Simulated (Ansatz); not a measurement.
# Lattice dynamics of BeGa2 (built on the sites of a database entry of SrGa2), part 2 of 2

Task: relax BeGa2 (built on the sites of a database entry of SrGa2), then find its harmonic phonons.

Ansatz 0.2.0; DFT LDA, scalar-relativistic, plane waves, norm-conserving pseudopotentials.

So far. Step 4 (Relaxing to small forces for the phonons): The forces vanish by symmetry and the pressure is 0.000 GPa, within the tolerances set. The cell now holds 14.34 Å³/atom. The relaxed cell has a = 4.409, c = 2.556 Å (conventional setting).

The structure was built from a prototype and need not be the compound's stable phase.

**5. Modes at Γ**

The zone centre comes first: it holds the modes that light can see, as far as symmetry allows. No field response is asked, since the mesh shows no gap.

input.yaml

```yaml
crystal:
  lattice:
    - [4.4085804018, -3.75e-06, 0.0]
    - [-2.2042869533, 3.8179444975, 0.0]
    - [0.0, 0.0, 2.5559013397]
  atoms:
    - { symbol: Be, position: [0.0, 0.0, 0.0] }
    - { symbol: Ga, position: [0.3333333333, 0.6666666667, 0.5] }
    - { symbol: Ga, position: [0.6666666667, 0.3333333333, 0.5] }
kpoints:
  mp_grid: { grid: [12, 12, 16] }
hamiltonian:
  xc: lda
  pseudopotentials: { kind: nc }
scf:
  occupations: { method: methfessel_paxton, width: 0.2 }
output:
  eigenvalues: true
phonons:
  method: dfpt
```

The run is started by

```bash
ansatz run input.yaml --threads 8 --pin off --max-ram 14336MiB --backend cpu --events-out ev --progress --plain --runs-dir out
```

The program printed:

```text
[...]
Crystal: 3 atoms, lattice volume = 43.020 Å³
Basis set: ecut = 1197.300995 eV, 4011 PW (Γ), exchange–correlation on 100×100×60 points (8 copies of the dense FFT grid, shifted against one another)
Bands: 19, of which v1, the nominal top of the filled ones, is band 15 counted from 1 (14 counted from 0)
Symmetry: 24 space group operations
k-points: 632 of 2304 (irreducible under 2 space group operations, time reversal used)
[...]
SCF iter   1: F=—  HF=-4531.214584 eV  |F-HF|=—  |Δ(HF+E_count)|=         —  Δρ=3.30e-2  dr2=4.00e-1  ethr=3.10e-3  ⟨swp⟩=5.8  Hψ=58686  notcnv=0
[...]
SCF iter   9: F=-4531.054197 eV  HF=-4531.054197 eV  |F-HF|=9.09e-13  |Δ(HF+E_count)|=  2.27e-11  S|Δr|=    0.00e0  Δρ=3.48e-8  dr2=2.13e-13  ethr=1.00e-12  ⟨swp⟩=6.7  Hψ=63606  notcnv=0
SCF 1 converged in 9 iterations: F = -4531.054197 eV  dr2 = 2.13e-13
DFPT response loops at Γ: preconditioner auto → Kerker (q_TF=auto, 2.569 Å⁻¹) (partly filled bands, converged f_vac=0.000); β = 1.00, the filter's whole step (`scf.mixing.beta` (0.50) is not read by the response loops under this deck's `scf.mixing.preconditioner`; to damp them name `kerker` or `kerker_dos`, under which they read `scf.mixing.beta`, and type it under 1.00, their step now; both keys bind the ground state too); Broyden in place of MSR1
SCF converged after 9 iterations
[...]
Free energy (F): -4531.054197 eV
[...]
Internal energy: -4531.055121 eV  (E = F + TS)
E sigma→0 (E₀):  -4531.054428 eV
Entropy (-TS):   0.000924 eV (0.308 meV/atom)
Fermi energy:    11.370572 eV
[...]
--- Band table (eV; the first three rows and the last of 632) ---
  k-point 0: bands = [... 11 lower, -0.7007, 8.8008, 9.4172, 9.4172, 10.0302, 10.0302, 11.4175, 19.6602]
  k-point 1: bands = [... 11 lower, -0.6132, 8.8748, 9.5150, 9.5150, 10.1178, 10.1178, 11.4605, 18.6610]
  k-point 2: bands = [... 11 lower, -0.3485, 9.0988, 9.8053, 9.8053, 10.3798, 10.3798, 11.5856, 16.7018]
  k-point 631: bands = [... 11 lower, 6.3952, 7.4409, 8.7678, 9.0805, 9.5056, 12.0177, 15.4931, 16.0558]
--- Phonons (Γ-DFPT): 4 representative perturbations + reference, on 632 of 2304 k-points (Σ response iterations 15) ---
  k mesh reduced under 2 symmetry operations, with k and −k counted as one. Each operation leaves every solved perturbation unchanged. A smaller set is not used because it would not reduce the number of displacements times k-points to solve
  ASR residual: 3.372e-5 → 0.000e0 eV/Å²; symmetrization residual: 4.150e-4 eV/Å²
  ASR residual per site (eV/Å²): 2.93e-5 3.37e-5 3.37e-5
  Γ frequencies (cm⁻¹): -58.63 -58.63 -42.99 0.00 0.00 0.00 20.16 192.71 192.71
  non-analytic LO–TO correction: not included (Born effective charges unavailable; polar crystals: no LO–TO splitting at Γ)
```

Wall time 1.8 min (8 threads of Arm Neoverse V2, shared host); peak memory 5.4 GiB; 14 min of CPU time.

This step gave:

* sum-rule residual before enforcement: 3.37e-5 eV/Å²
* point group: 6/mmm
* highest optical mode at the zone centre (no LO-TO term): 192.7 cm⁻¹
* lowest optical zone-centre mode: -58.63 cm⁻¹

Patterns of degenerate modes are one choice out of their space. Modes at Γ, with each element's share of the kinetic energy (negative means imaginary):

| mode | frequency (cm⁻¹) | symmetry | Be % | Ga % |
| --- | --- | --- | --- | --- |
| 1 | -58.6 | E1u | 94 | 6 |
| 2 | -58.6 | E1u | 94 | 6 |
| 3 | -43.0 | A2u | 94 | 6 |
| 4 | 0.0 | acoustic | 6 | 94 |
| 5 | 0.0 | acoustic | 6 | 94 |
| 6 | 0.0 | acoustic | 6 | 94 |
| 7 | 20.2 | B1g | 0 | 100 |
| 8 | 192.7 | E2g | 0 | 100 |
| 9 | 192.7 | E2g | 0 | 100 |

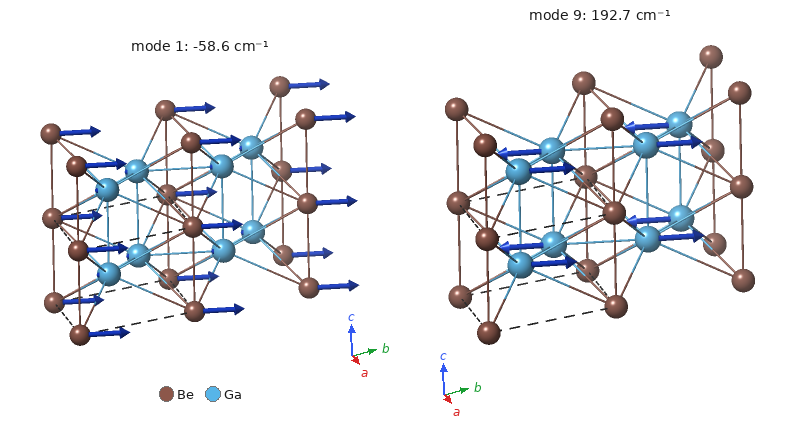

Displacement patterns of modes 1 and 9 at Γ; arrows are exaggerated. 1×2×2 cells are drawn. Some periodic images of atoms are drawn too.

Before it was imposed, the acoustic sum rule was missed by 3.4e-5 eV/Å². Small misses are needed for a sound result but don't prove that mesh and cutoff are converged. The lowest optical mode is imaginary, 58.6i cm⁻¹, so the energy falls along it.

**6. Phonons on a q mesh**

Stability and thermal properties need the whole zone. Linear response on a 2×2×2 q mesh gives force constants as far as a supercell of that size would.

Edit input.yaml of step 5 so:

```diff
@@ -20 +20,9 @@
   method: dfpt
+  qmesh: [2, 2, 2]
+  temperatures: { t_max: 1000, t_step: 50 }
+  qpath:
+    path:
+      - [[0.0, 0.0, 0.0], [0.5, 0.0, 0.0], [0.33333333, 0.33333333, 0.0], [0.0, 0.0, 0.0], [0.0, 0.0, 0.5], [0.5, 0.0, 0.5], [0.33333333, 0.33333333, 0.5], [0.0, 0.0, 0.5]]
+      - [[0.5, 0.0, 0.5], [0.5, 0.0, 0.0]]
+      - [[0.33333333, 0.33333333, 0.5], [0.33333333, 0.33333333, 0.0]]
+    npoints: 10
```

The program printed:

```text
Warning: phonons: the dynamical matrix that this run interpolates holds no multipole term above the dipole-dipole one, and a site of this crystal is no centre of inversion, so its interpolated transverse optical and acoustic branches and sound speeds can stay off near Gamma, and the density of states and the thermodynamics with them. What a run solves at a wave vector of phonons.qpoints, Gamma apart, where the deck admits one, is free of this, and under fd what a larger phonons.supercell samples
[...]
Crystal: 3 atoms, lattice volume = 43.020 Å³
Basis set: ecut = 1197.300995 eV, 4011 PW (Γ), exchange–correlation on 100×100×60 points (8 copies of the dense FFT grid, shifted against one another)
Bands: 19, of which v1, the nominal top of the filled ones, is band 15 counted from 1 (14 counted from 0)
Symmetry: 24 space group operations
k-points: 171 of 2304
[...]
SCF iter   1: F=—  HF=-4531.214599 eV  |F-HF|=—  |Δ(HF+E_count)|=         —  Δρ=3.30e-2  dr2=4.00e-1  ethr=3.10e-3  ⟨swp⟩=5.8  Hψ=15821  notcnv=0
[...]
SCF iter   9: F=-4531.054197 eV  HF=-4531.054197 eV  |F-HF|=1.82e-12  |Δ(HF+E_count)|=  2.36e-11  S|Δr|=    0.00e0  Δρ=3.55e-8  dr2=2.22e-13  ethr=1.00e-12  ⟨swp⟩=6.7  Hψ=17120  notcnv=0
SCF 1 converged in 9 iterations: F = -4531.054197 eV  dr2 = 2.22e-13
[...]
SCF iter   3: F=-4531.054197 eV  HF=-4531.054197 eV  |F-HF|=4.55e-12  |Δ(HF+E_count)|=  5.46e-12  S|Δr|=    0.00e0  Δρ=1.63e-7  dr2=3.96e-12  ethr=1.00e-12  ⟨swp⟩=2.8  Hψ=8081  notcnv=0
SCF 2 converged in 3 iterations: F = -4531.054197 eV  dr2 = 3.96e-12
phonons: the bands overlap, so this run is a metal and interpolates without the dipole-dipole term. If the crystal is really an insulator or semiconductor, its LO-TO splitting is missing
NSCF: frozen V_eff on 171 k-points
WARN: eigensolver did not converge in 13 slots of this pass, the one above among them; of largest residual over every band (k=155): 1 band(s) unlocked (lowest unlocked band 18, counted from 0; max residual 2.81e-4 eV among the unlocked bands, 2.81e-4 eV over every band); of lowest unlocked band (k=57): band 18
[...]
DFPT response loops at q = (0, 0, 0) (fractional): preconditioner auto → Kerker (q_TF=auto, 2.569 Å⁻¹) (partly filled bands, converged f_vac=0.000); β = 1.00, the filter's whole step (`scf.mixing.beta` (0.50) is not read by the response loops under this deck's `scf.mixing.preconditioner`; to damp them name `kerker` or `kerker_dos`, under which they read `scf.mixing.beta`, and type it under 1.00, their step now; both keys bind the ground state too); Broyden in place of MSR1
[...]
SCF converged after 9 iterations
[...]
Free energy (F): -4531.054197 eV
[...]
Internal energy: -4531.055121 eV  (E = F + TS)
E sigma→0 (E₀):  -4531.054428 eV
Entropy (-TS):   0.000924 eV (0.308 meV/atom)
Fermi energy:    11.370572 eV
[...]
--- Band table (eV; the first three rows and the last of 171) ---
  k-point 0: bands = [... 11 lower, -0.7007, 8.8008, 9.4172, 9.4172, 10.0302, 10.0302, 11.4175, 19.6602]
  k-point 1: bands = [... 11 lower, -0.6132, 8.8748, 9.5150, 9.5150, 10.1178, 10.1178, 11.4605, 18.6610]
  k-point 2: bands = [... 11 lower, -0.3485, 9.0988, 9.8053, 9.8053, 10.3798, 10.3798, 11.5856, 16.7018]
  k-point 170: bands = [... 11 lower, 7.7348, 7.7348, 8.1228, 8.4173, 8.4173, 11.6385, 16.3155, 17.2572]
--- Phonons (Γ-DFPT): 4 representative perturbations + reference (Σ response iterations 12) ---
  ASR residual: 3.541e-5 → 0.000e0 eV/Å²; symmetrization residual: 5.428e-6 eV/Å²
  ASR residual per site (eV/Å²): 1.63e-5 3.54e-5 3.54e-5
  Γ frequencies (cm⁻¹): -58.65 -58.65 -42.99 0.00 0.00 0.00 20.16 192.71 192.71
--- Phonons (arbitrary-q DFPT): 4 irreducible q on the 2×2×2 mesh ---
  q = [0.0000, 0.0000, 0.0000] (star 1, of the zone-centre solve; hermiticity 2.27e-6, symmetrization 3.20e-7): -58.65 -58.65 -42.99 -0.00 -0.00 0.00 20.16 192.71 192.71
  q = [0.0000, 0.0000, -0.5000] (star 1, 4 solved perturbations in 1674 linear systems a pass and spin channel, the states on 666 of 2304 k-point pairs; hermiticity 1.92e-7, symmetrization 9.59e-8, the responses' own estimated error 1.5e-5 eV/Å²): -183.18 -183.18 -49.98 -49.98 119.06 155.05 155.05 197.10 235.33
[...]
sum rule: each row above includes the acoustic sum rule's correction from the zone centre's row sums; it moved no ω² by more than (0.70 cm⁻¹)²
  mesh force constants: q→R imaginary residual 1.70e-17; ASR residual 3.541e-5 → 0.000e0 eV/Å²; symmetrization residual 7.105e-15 eV/Å²
  interpolated dispersion: 93 rows × 9 modes
  density of states and harmonic sums: on the 16×16×24 q-mesh, interpolated from the force constants of a 2×2×2 supercell (no non-analytic term)
  largest difference from the sums on the solved wave vectors: F 8.98e-2 eV, S 1.36e-4 and C_V 4.76e-5 eV/K
  zero-point energy: 0.048053 eV/cell   skipped modes (ω ≤ 0): 1480, of them read as no rigid motion or as one in doubt: 1477 (3.708e0 modes/cell left out, lowest -183.18 cm⁻¹)   left out of the sums: 4.12e-1 of the cell's modes: C_V's classical limit lies that fraction below 3 k_B per atom; for a crystal, a wire or a layer, F and S can be off by more, and a phonons.interpolated_qmesh denser along its periods is the remedy for the sampling
```

Elapsed: 5.4 min, on 8 threads; peak memory 4.6 GiB.

Numbers from this step:

| Quantity | Value |
| --- | --- |
| sum-rule residual before enforcement | 3.54e-5 eV/Å² |
| lowest frequency on the path | -183.2 cm⁻¹ |
| highest frequency on the path or at a solved wavevector | 235.3 cm⁻¹ |
| lowest optical zone-centre mode | -58.65 cm⁻¹ |
| lowest mode on the q mesh (acoustic modes at Γ apart) | -183.2 cm⁻¹ |

Frequencies (cm⁻¹) solved at each irreducible wavevector; negative means imaginary. Frequencies by wavevector, by row:

| q in reciprocal lattice units | star | mode 1 | mode 2 | mode 3 | mode 4 | mode 5 | mode 6 | mode 7 | mode 8 | mode 9 |
| --- | --- | --- | --- | --- | --- | --- | --- | --- | --- | --- |
| 0 0 0 | 1 | -58.6 | -58.6 | -43 | 0 | 0 | 0 | 20.2 | 192.7 | 192.7 |
| 0 0 -0.5 | 1 | -183.2 | -183.2 | -50 | -50 | 119.1 | 155.1 | 155.1 | 197.1 | 235.3 |
| 0 -0.5 0 | 3 | -153.4 | -117.5 | -67.5 | -51.2 | -35.2 | -34.1 | 99.7 | 172.9 | 213 |
| 0 -0.5 -0.5 | 3 | -118.7 | -71.7 | 27.6 | 83.5 | 134.6 | 182.9 | 185.9 | 216.2 | 232.7 |

Interpolated from a 2×2×2 q mesh, rough between the solved points. Phonon branches along the path, in cm⁻¹:

| point | branch 1 | branch 2 | branch 3 | branch 4 | branch 5 | branch 6 | branch 7 | branch 8 | branch 9 |
| --- | --- | --- | --- | --- | --- | --- | --- | --- | --- |
| Γ | -59 | -59 | -43 | 0 | 0 | 0 | 20 | 193 | 193 |
| M | -153 | -118 | -68 | -51 | -35 | -34 | 100 | 173 | 213 |
| K | -162 | -96 | -96 | -81 | -37 | -37 | 148 | 148 | 212 |
| Γ | -59 | -59 | -43 | 0 | 0 | 0 | 20 | 193 | 193 |
| A | -183 | -183 | -50 | -50 | 119 | 155 | 155 | 197 | 235 |
| L | -119 | -72 | 28 | 84 | 135 | 183 | 186 | 216 | 233 |
| H | -74 | -57 | -57 | 122 | 122 | 160 | 204 | 225 | 225 |
| A | -183 | -183 | -50 | -50 | 119 | 155 | 155 | 197 | 235 |
| jump to L | -119 | -72 | 28 | 84 | 135 | 183 | 186 | 216 | 233 |
| M | -153 | -118 | -68 | -51 | -35 | -34 | 100 | 173 | 213 |
| jump to H | -74 | -57 | -57 | 122 | 122 | 160 | 204 | 225 | 225 |
| K | -162 | -96 | -96 | -81 | -37 | -37 | 148 | 148 | 212 |

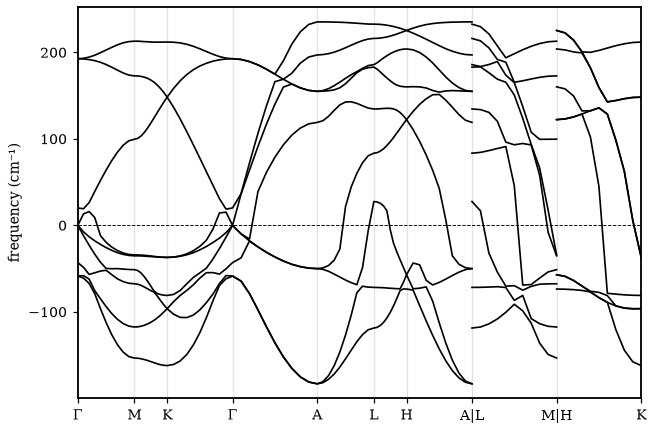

Phonon branches along the path.

The phonon density of states has structure finer than the step of the table below, so its rows give means over 20 cm⁻¹, whole bins alone (the curve runs from -182 to 238 cm⁻¹). Peaks (cm⁻¹: height): -102.5: 0.0447, -72.5: 0.0753, 137.5: 0.0272, 167.5: 0.0535, 197.5: 0.0521.

Tetrahedra on a 16×16×24 mesh, mean over bins of 5 cm-1. Interpolated from a 2×2×2 q mesh, rough between the solved points. Table of phonon density of states by wavenumber; means over each step:

| wavenumber (cm⁻¹) | phonon density of states (1/cm⁻¹/cell) |
| --- | --- |
| -160 | 0.00598 |
| -140 | 0.0118 |
| -120 | 0.0205 |
| -100 | 0.0370 |
| -80 | 0.0415 |
| -60 | 0.0417 |
| -40 | 0.0134 |
| -20 | 0.00916 |
| 0 | 0.00551 |
| 20 | 0.00637 |
| 40 | 0.00891 |
| 60 | 0.0137 |
| 80 | 0.0193 |
| 100 | 0.0224 |
| 120 | 0.0190 |
| 140 | 0.0219 |
| 160 | 0.0392 |
| 180 | 0.0439 |
| 200 | 0.0451 |
| 220 | 0.0181 |

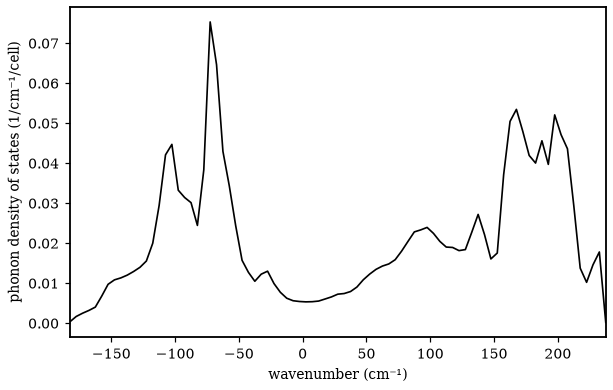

Phonon density of states, plotted against wavenumber.

The partial phonon density of states has structure finer than the step of the table below, so its rows give means over 25 cm⁻¹, whole bins alone (the curve runs from -193 to 252 cm⁻¹). Peaks (cm⁻¹: height): Be -106.1: 0.0405, 19.7: 0.00517, 134.3: 0.00772; Ga -69.7: 0.0532, 61.6: 0.0194, 89.6: 0.0252, 134.3: 0.0207, 165.1: 0.0456, 181.8: 0.0445, 201.4: 0.0506.

Phonopy on the run's constants, 15x15x21 mesh, Gaussian sigma 3.2 cm-1. Interpolated from a 2×2×2 q mesh, rough between the solved points. Table of partial phonon density of states by wavenumber; means over each step; values in 1/cm⁻¹/cell:

| wavenumber (cm⁻¹) | Be | Ga |
| --- | --- | --- |
| -175 | 0.00215 | 0 |
| -150 | 0.00952 | 2.2e-5 |
| -125 | 0.0166 | 2.7e-4 |
| -100 | 0.0328 | 0.00198 |
| -75 | 0.0214 | 0.0276 |
| -50 | 0.00844 | 0.0144 |
| -25 | 0.00158 | 0.00745 |
| 0 | 8.7e-4 | 0.00362 |
| 25 | 0.00253 | 0.00722 |
| 50 | 9.1e-4 | 0.00976 |
| 75 | 0.00268 | 0.0138 |
| 100 | 0.00389 | 0.0187 |
| 125 | 0.00650 | 0.0146 |
| 150 | 0.00463 | 0.0222 |
| 175 | 0.00329 | 0.0427 |
| 200 | 0.00191 | 0.0411 |
| 225 | 3.2e-4 | 0.0142 |

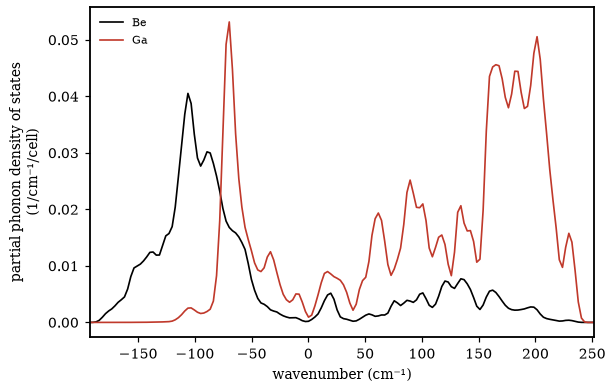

Partial phonon density of states, plotted against wavenumber.

Symmetry leaves 4 wavevectors to solve. The lowest mode among them, the acoustic zeros apart, lies at q = (0, 0, -0.5) and is imaginary, 183.2i cm⁻¹, so the energy falls along it.

**7. Another isotope**

An isotope changes the mass and not the force constants, so no new electronic calculation is needed; the shifts show which modes move this element.

The same force constants with the mass of Ga changed from 69.723 to 70.925 u (phonopy, no LO-TO term). Both lists are sorted by frequency; levels can cross, so a row need not hold one and the same mode. Modes under 3 cm⁻¹ are left out. Isotope shifts, by row:

| q | rank | natural mass (cm⁻¹) | changed mass (cm⁻¹) |
| --- | --- | --- | --- |
| 0 0 0 | 1 | -58.65 | -58.62 |
| 0 0 0 | 2 | -58.65 | -58.62 |
| 0 0 0 | 3 | -42.99 | -42.96 |
| 0 0 0 | 7 | 20.16 | 19.99 |
| 0 0 0 | 8 | 192.7 | 191.1 |
| 0 0 0 | 9 | 192.7 | 191.1 |
| 0 0 -0.5 | 1 | -183.2 | -183.2 |
| 0 0 -0.5 | 2 | -183.2 | -183.2 |
| 0 0 -0.5 | 3 | -49.98 | -49.56 |
| 0 0 -0.5 | 4 | -49.98 | -49.56 |
| 0 0 -0.5 | 5 | 119.1 | 119.1 |
| 0 0 -0.5 | 6 | 155.1 | 153.7 |
| 0 0 -0.5 | 7 | 155.1 | 153.7 |
| 0 0 -0.5 | 8 | 197.1 | 195.4 |
| 0 0 -0.5 | 9 | 235.3 | 233.3 |
| 0 -0.5 0 | 1 | -153.4 | -153.4 |
| 0 -0.5 0 | 2 | -117.5 | -117.4 |
| 0 -0.5 0 | 3 | -67.54 | -66.97 |
| 0 -0.5 0 | 4 | -51.19 | -51.17 |
| 0 -0.5 0 | 5 | -35.17 | -34.87 |
| 0 -0.5 0 | 6 | -34.09 | -33.8 |
| 0 -0.5 0 | 7 | 99.68 | 98.88 |
| 0 -0.5 0 | 8 | 172.9 | 171.4 |
| 0 -0.5 0 | 9 | 213 | 211.3 |
| 0 -0.5 -0.5 | 1 | -118.7 | -118.7 |
| 0 -0.5 -0.5 | 2 | -71.74 | -71.13 |
| 0 -0.5 -0.5 | 3 | 27.61 | 27.6 |
| 0 -0.5 -0.5 | 4 | 83.48 | 82.77 |
| 0 -0.5 -0.5 | 5 | 134.6 | 133.7 |
| 0 -0.5 -0.5 | 6 | 182.9 | 181.4 |
| 0 -0.5 -0.5 | 7 | 185.9 | 185.4 |
| 0 -0.5 -0.5 | 8 | 216.2 | 214.3 |
| 0 -0.5 -0.5 | 9 | 232.7 | 230.8 |

A mode of this element alone would shift by -0.85 %. The highest zone-centre frequency without the field goes from 192.7 to 191.1 cm⁻¹ (-0.9 %).

**8. Outcome**

```
space group after relaxation (within 0.01 Å)            : P6/mmm
volume per atom                                         : 14.3 Å³
electronic character                                    : no gap on this mesh
highest optical mode at the zone centre (no LO-TO term) : 193 cm⁻¹
lowest optical zone-centre mode                         : -58.6 cm⁻¹
lowest mode on the q mesh (acoustic modes at Γ apart)   : -183 cm⁻¹
highest frequency on the path or at a solved wavevector : 235 cm⁻¹
imaginary modes on the 2×2×2 q mesh                     : yes
```

Modes are clearly imaginary (beyond 10i cm⁻¹) at 4 of the 4 irreducible wavevectors, most at q = (0, 0, -0.5) (183.2i cm⁻¹), so this structure is not a minimum of the energy. The optical modes at Γ span -59 to 193 cm⁻¹ (negative means imaginary). The highest mode in this list at Γ, 192.7 cm⁻¹, is mostly motion of Ga (100 % of the kinetic energy). The q mesh stands for a supercell only 5.1 Å across, so branches between the solved wavevectors are rough. With no gap, or one that is small against the smearing, the frequencies hang on the k mesh and the smearing, most of all near Kohn anomalies. A phonon run warned that its eigensolver left some bands unconverged in a pass. The starting cell was built on a prototype and not taken from a measurement, so the phase need not exist. These are harmonic frequencies at zero temperature: anharmonic shifts, linewidths and thermal expansion are left out.

[Logs are printed without paths, hosts, clocks, repeated set-up lines and the standing remarks that a program may print on its own settings, such as how far it seeks lower states.]

[Hosts, paths, dates, database ids (printed as entryN), source tags and the programs' standing remarks are cut or masked in the printed files.]
